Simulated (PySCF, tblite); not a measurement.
# C₅H₁₀O₂: magnetic properties

Wanted: magnetic properties for C₅H₁₀O₂ (`CO[C@H]1C[C@@H](O)C1`).

Programs: tblite 0.8.0 and PySCF 2.14.0, with routines of our own; each step states its level. All values are computed. Atoms count from 0.

## (1) The system as given

17 atoms, charge 0, multiplicity 1; geometry from: force field or distance geometry start.

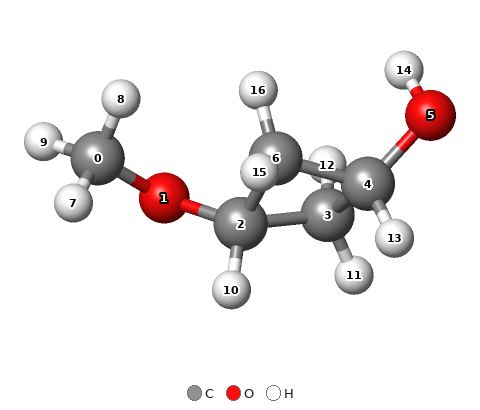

The starting geometry (carbon grey, oxygen red, hydrogen white).

## (2) Geometry optimisation with GFN2-xTB, one coordinate held

What the job is given:

```
{"job": {"kind": "relax", "xc": "GFN2-xTB", "basis": "xTB"}, "charge": 0, "multiplicity": 1}
C     -2.282900     0.630500     0.816900
O     -1.351600     0.863900    -0.228700
C     -0.281300    -0.119800    -0.324600
C      1.082200     0.452100    -0.771200
C      1.735100    -0.526700     0.251500
O      2.864700    -0.029600     0.974200
C      0.388100    -0.546000     0.988800
H     -2.786300    -0.322500     0.671500
H     -1.789700     0.644800     1.793100
H     -3.042100     1.430100     0.792900
H     -0.602300    -0.969000    -0.952000
H      1.340500     0.267700    -1.808700
H      1.225500     1.507500    -0.523200
H      1.982900    -1.495800    -0.210800
H      2.595600     0.847500     1.326000
H      0.080500    -1.528400     1.381900
H      0.306100     0.186300     1.807300
```

Run with:

```sh
> OMP_NUM_THREADS=1 python excited_run.py task.json out
```

The driver reads the jobs from task.json and runs them one after another.

The program printed:

```text
step      E/eV     max force
  0    -650.42227    1.745
  1    -650.52225    0.742
  2    -650.56478    0.535
  3    -650.59245    0.380
  4    -650.60436    0.205
  5    -650.60912    0.201
  6    -650.61534    0.226
  7    -650.61955    0.234
  8    -650.62215    0.254
  9    -650.62354    0.304
 10    -650.62446    0.337
 11    -650.62506    0.361
 12    -650.62550    0.377
 13    -650.62596    0.387
 14    -650.62652    0.396
 15    -650.62710    0.401
 16    -650.62758    0.402
 17    -650.62796    0.411
 18    -650.62831    0.427
 19    -650.62862    0.429
 20    -650.62888    0.417
 21    -650.62909    0.408
 22    -650.62929    0.409
 23    -650.62948    0.409
 24    -650.62960    0.407
 25    -650.62969    0.405
 26    -650.62978    0.412
 27    -650.62990    0.428
 28    -650.63005    0.437
 29    -650.63021    0.436
 30    -650.63038    0.426
 31    -650.63055    0.417
 32    -650.63072    0.414
 33    -650.63085    0.409
 34    -650.63097    0.402
 35    -650.63110    0.400
 36    -650.63126    0.401
 37    -650.63143    0.392
 38    -650.63159    0.374
 39    -650.63175    0.367
 40    -650.63189    0.361
 41    -650.63200    0.356
 42    -650.63208    0.351
 43    -650.63215    0.347
 44    -650.63222    0.346
 45    -650.63230    0.353
 46    -650.63237    0.348
 47    -650.63242    0.343
 48    -650.63246    0.345
 49    -650.63249    0.345
 50    -650.63253    0.345
 51    -650.63257    0.344
 52    -650.63262    0.342
 53    -650.63268    0.352
 54    -650.63275    0.361
 55    -650.63282    0.361
 56    -650.63288    0.353
 57    -650.63292    0.349
 58    -650.63296    0.350
 59    -650.63298    0.349
```

Wall time 0.58 s (1 thread of Arm Neoverse V1, shared host); peak memory 0.18 GiB.

One coordinate is held by a constraint (a dihedral, as typed in the start), so the force along it need not vanish.

Along the way: (not every step is listed)

| step | energy from step 0 (eV) | largest force (eV/Å) |
| --- | --- | --- |
| 0 | 0.0000 | 1.7448 |
| 1 | -0.1000 | 0.7416 |
| 2 | -0.1425 | 0.5353 |
| 3 | -0.1702 | 0.3796 |
| 4 | -0.1821 | 0.2047 |
| 5 | -0.1868 | 0.2011 |
| 6 | -0.1931 | 0.2259 |
| 7 | -0.1973 | 0.2343 |
| 8 | -0.1999 | 0.2544 |
| 12 | -0.2032 | 0.3769 |
| 16 | -0.2053 | 0.4023 |
| 20 | -0.2066 | 0.4168 |
| 24 | -0.2073 | 0.4071 |
| 28 | -0.2078 | 0.4374 |
| 32 | -0.2084 | 0.4142 |
| 36 | -0.2090 | 0.4008 |
| 40 | -0.2096 | 0.3615 |
| 44 | -0.2099 | 0.3464 |
| 48 | -0.2102 | 0.3448 |
| 52 | -0.2103 | 0.3419 |
| 54 | -0.2105 | 0.3609 |
| 55 | -0.2106 | 0.3607 |
| 56 | -0.2106 | 0.3529 |
| 57 | -0.2106 | 0.3491 |
| 58 | -0.2107 | 0.3499 |
| 59 | -0.2107 | 0.3485 |

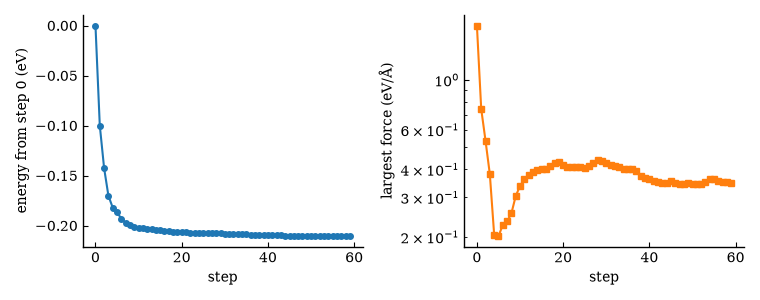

Energy and largest force along the relaxation.

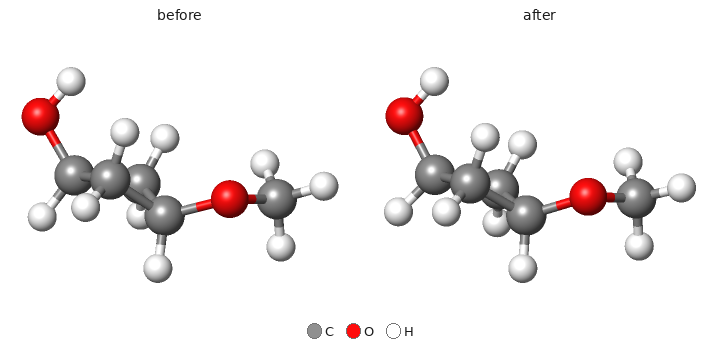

Before and after, at one scale.

Distances of close pairs at the start and the end, largest changes first:

| bond | before (Å) | after (Å) | change (Å) |
| --- | --- | --- | --- |
| O1–C2 | 1.457 | 1.406 | -0.051 |
| C4–O5 | 1.430 | 1.394 | -0.036 |
| O5–H14 | 0.983 | 0.965 | -0.018 |
| C3–C4 | 1.559 | 1.543 | -0.016 |
| C6–H15 | 1.102 | 1.086 | -0.015 |
| C0–H9 | 1.103 | 1.088 | -0.014 |
| C0–O1 | 1.420 | 1.406 | -0.014 |
| C6–H16 | 1.101 | 1.089 | -0.012 |

The next job starts from the end point, and lists it.

## (3) Magnetic properties: GIAO PBE0/pcSseg-1

What the job is given:

```
{"job": {"kind": "mag", "xc": "PBE0", "basis": "pcSseg-1", "isotopologues": 0}, "charge": 0, "multiplicity": 1}
C     -2.251296     0.669971     0.822133
O     -1.291257     0.896779    -0.179770
C     -0.299541    -0.092846    -0.292519
C      1.061156     0.407274    -0.796576
C      1.742619    -0.485474     0.261223
O      2.808784     0.042856     0.986948
C      0.381458    -0.648211     0.975522
H     -2.734191    -0.306770     0.697945
H     -1.822106     0.726071     1.827613
H     -2.995986     1.455331     0.707127
H     -0.684231    -0.919388    -0.910659
H      1.300548     0.220100    -1.839149
H      1.188469     1.466256    -0.578956
H      2.110508    -1.424465    -0.155322
H      2.545953     0.898229     1.347682
H      0.098966    -1.648700     1.291218
H      0.304688     0.034919     1.820087
```

Method: GIAO PBE0/pcSseg-1 magnetisability, rotational g tensor and spin-rotation constants, non-relativistic, gas phase.

The program printed:

```text
coarse grid: 13808 points
cycle   1  E = -346.3348985322  dE =  9.720e-01  |g| = 7.802e-01  |ddm| = 3.583e+00
cycle   2  E = -346.2439470738  dE =  9.095e-02  |g| = 1.077e+00  |ddm| = 1.467e+00
cycle   3  E = -346.4464173345  dE = -2.025e-01  |g| = 1.052e-01  |ddm| = 9.265e-01
cycle   4  E = -346.4483924177  dE = -1.975e-03  |g| = 3.990e-02  |ddm| = 1.013e-01
cycle   5  E = -346.4487437646  dE = -3.513e-04  |g| = 6.917e-03  |ddm| = 3.550e-02
cycle   6  E = -346.4487515842  dE = -7.820e-06  |g| = 2.679e-03  |ddm| = 7.895e-03
final grid: 132176 points
cycle   7  E = -346.5126942558  dE = -3.757e-05  |g| = 1.345e-02  |ddm| = 3.421e-02
cycle   8  E = -346.5126533760  dE =  4.088e-05  |g| = 2.025e-02  |ddm| = 2.131e-02
cycle   9  E = -346.5127277591  dE = -7.438e-05  |g| = 1.129e-03  |ddm| = 1.349e-02
cycle  10  E = -346.5127280408  dE = -2.817e-07  |g| = 2.031e-04  |ddm| = 1.251e-03
cycle  11  E = -346.5127280494  dE = -8.655e-09  |g| = 4.474e-05  |ddm| = 2.118e-04
cycle  12  E = -346.5127280498  dE = -3.557e-10  |g| = 2.037e-05  |ddm| = 5.069e-05
converged SCF energy = -346.5127280498

Magnetisability tensor (1e-30 J/T^2)
    -1213.54       -6.47        6.85
       -6.47    -1036.26       40.62
        6.85       40.62    -1099.42
isotropic -1116.41   principal values   -1214.43  -1118.44  -1016.35
isotropic susceptibility -67.232 1e-6 cm^3/mol

Inertial axes            a          b          c
rot. const./GHz      6.2765     1.5433     1.4181
chi total           -72.552    -67.424    -61.719
chi diamagnetic    -299.900   -871.360   -943.999
chi paramagnetic    227.348    803.936    882.280
quadrupole/D A       -7.619      0.549      7.069
g nuclear            0.6657     0.5745     0.5738
g electronic        -0.6704    -0.5829    -0.5878
g total             -0.0047    -0.0084    -0.0140

Spin-rotation constants (kHz, H = +C I.J)
atom  isotope        aa         bb         cc
  7     1H       -0.580     -0.168      0.046
  8     1H       -0.442     -0.010     -0.115
  9     1H        0.001     -0.154     -0.079
 10     1H       -0.570     -0.136      0.042
 11     1H       -0.659      0.037     -0.122
 12     1H       -0.773     -0.181      0.067
 13     1H       -0.381     -0.157      0.016
 14     1H       -0.742     -0.208     -0.003
 15     1H       -0.700     -0.086     -0.012
 16     1H       -0.716     -0.095     -0.025
  0    13C*       1.184      0.271      0.311
  1    17O*      -0.469     -0.134     -0.102
  2    13C*       1.325      0.369      0.273
  3    13C*       0.951      0.332      0.267
  4    13C*       1.490      0.323      0.248
  5    17O*      -0.723     -0.207     -0.164
* in the singly substituted isotopologue
```

It took 25 s on 1 thread of Arm Neoverse V1, shared host; peak memory 0.78 GiB.

From this job:

| quantity | value |
| --- | --- |
| magnetisability | -1116·10⁻³⁰ J/T² |
| molar susceptibility | -67.2·10⁻⁶ cm³/mol |
| rotational g (a, b, c) | -0.0047, -0.0084, -0.0140 |

## (4) Summary of results

| quantity | value |
| --- | --- |
| magnetisability (step 3, GIAO PBE0/pcSseg-1) | -1116·10⁻³⁰ J/T² |
| molar susceptibility (step 3, GIAO PBE0/pcSseg-1) | -67.2·10⁻⁶ cm³/mol |
| rotational g (a, b, c) (step 3, GIAO PBE0/pcSseg-1) | -0.0047, -0.0084, -0.0140 |

**Reading.** The values above hold for this geometry and these levels alone. Vibrational averaging and real surroundings are missing from these values.
